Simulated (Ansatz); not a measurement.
**H2OSiTe (SMILES O1[SiH2][Te]1): one structure at several levels**

How do the functionals fare away from a minimum? The structure is a structure displaced at random from a GFN2-xTB minimum.

Program: Ansatz 0.2.0, Gaussian basis. Level of theory: single points in def2-TZVPP. These are calculated values, not measurements.

Cores are frozen in the correlated methods. Filled d shells of the heavier atoms are correlated. Core potentials replace the inner electrons past krypton, and spin-orbit coupling is left out. B3LYP uses VWN-RPA correlation.

## 1. The starting structure

SMILES `O1[SiH2][Te]1`, 5 atoms, charge 0, spin multiplicity 1.

Atoms are counted from 1 here; the program's logs count them from 0.

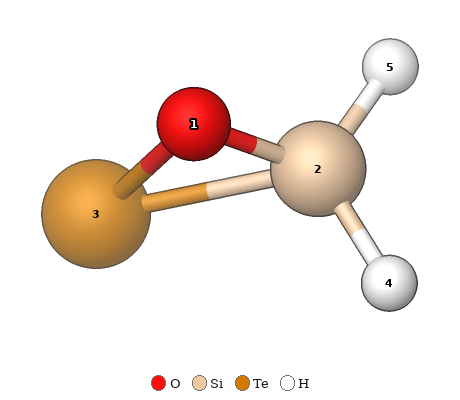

Start geometry, drawn with oxygen red, silicon light orange, tellurium orange, hydrogen white; atoms are numbered from 1 in the order of the file.

Coordinates:

```
atom     x (Å)     y (Å)     z (Å)
  O1   0.98120  -0.91900  -0.15790
 Si2  -0.03830   0.33180  -0.28100
 Te3  -0.30340  -1.34820   1.63240
  H4  -1.10210   0.26940  -1.34040
  H5   0.47860   1.69340   0.16380
```

## 2. CCSD(T)/def2-TZVPP

Contents of run/in.yaml:

```yaml
crystal:
  periodic: [false, false, false]
  atoms:
    - {symbol: O, position_ang: [0.981200, -0.919000, -0.157900]}
    - {symbol: Si, position_ang: [-0.038300, 0.331800, -0.281000]}
    - {symbol: Te, position_ang: [-0.303400, -1.348200, 1.632400]}
    - {symbol: H, position_ang: [-1.102100, 0.269400, -1.340400]}
    - {symbol: H, position_ang: [0.478600, 1.693400, 0.163800]}
basis:
  gaussian: {orbitals: def2-TZVPP}
correlation: {method: ccsd_t}
output: {forces: true}
```

The command line of these runs was not kept.

## 3. PBE0-D4/def2-TZVPP

run/in.yaml: that of step 2 with these lines changed.

```diff
@@ -10,3 +10,3 @@
   gaussian: {orbitals: def2-TZVPP}
-correlation: {method: ccsd_t}
-output: {forces: true}
+hamiltonian: {xc: pbe0, dispersion: d4}
+output: {forces: true, orbitals: {seedname: orbitals}}
```

## 4. wB97M-V/def2-TZVPP

run/in.yaml: that of step 3 with these lines changed.

```diff
@@ -10,3 +10,3 @@
   gaussian: {orbitals: def2-TZVPP}
-hamiltonian: {xc: pbe0, dispersion: d4}
-output: {forces: true, orbitals: {seedname: orbitals}}
+hamiltonian: {xc: {name: wB97M-V}}
+output: {forces: true}
```

## 5. r2SCAN-D4/def2-TZVPP

run/in.yaml: that of step 4 with these lines changed.

```diff
@@ -10,3 +10,3 @@
   gaussian: {orbitals: def2-TZVPP}
-hamiltonian: {xc: {name: wB97M-V}}
+hamiltonian: {xc: r2scan, dispersion: d4}
 output: {forces: true}
```

## 6. PBE-D4/def2-TZVPP

run/in.yaml: that of step 5 with these lines changed.

```diff
@@ -10,3 +10,3 @@
   gaussian: {orbitals: def2-TZVPP}
-hamiltonian: {xc: r2scan, dispersion: d4}
+hamiltonian: {xc: pbe, dispersion: d4}
 output: {forces: true}
```

## 7. B3LYP-D4/def2-TZVPP

run/in.yaml: that of step 6 with these lines changed.

```diff
@@ -10,3 +10,3 @@
   gaussian: {orbitals: def2-TZVPP}
-hamiltonian: {xc: pbe, dispersion: d4}
+hamiltonian: {xc: {name: B3LYP}, dispersion: d4}
 output: {forces: true}
```

## 8. revPBE-D4/def2-TZVPP

run/in.yaml: that of step 7 with these lines changed.

```diff
@@ -10,3 +10,3 @@
   gaussian: {orbitals: def2-TZVPP}
-hamiltonian: {xc: {name: B3LYP}, dispersion: d4}
+hamiltonian: {xc: {name: revPBE}, dispersion: d4}
 output: {forces: true}
```

(Steps that only read results are left out.)

**Question.** What will these runs give? Wanted: energy less free atoms, CCSD(T)/def2-TZVPP; RMS force component; RMS force error; HOMO and LUMO, PBE0-D4; T1 diagnostic.

The runs gave:

| quantity | value |
| --- | --- |
| energy less free atoms, CCSD(T)/def2-TZVPP | -1363.1 kJ/mol |
| RMS force component | 0.547 to 0.677 eV/Å over the methods |
| RMS force error | PBE0-D4 0.183, wB97M-V 0.222, r2SCAN-D4 0.084, PBE-D4 0.194, B3LYP-D4 0.111, revPBE-D4 0.252 eV/Å |
| HOMO and LUMO, PBE0-D4 | -6.25 and -3.07 eV |
| T1 diagnostic | 0.017 |

What this shows: Against CCSD(T) the functionals' energies less atoms differ by -94.4 to -26.9 kJ/mol, PBE-D4 by -94.4 kJ/mol. The reference is not at the basis limit: in triple zeta CCSD(T) underbinds, which counts against methods that bind more; the gaps are no ranking. For forces r2SCAN-D4 does best and revPBE-D4 worst. Frozen-core CCSD(T) forces in triple zeta carry basis errors of their own, and this is one geometry, so small gaps rank nothing. The restricted Hartree–Fock reference is unstable towards an unrestricted one at one or more of these structures.
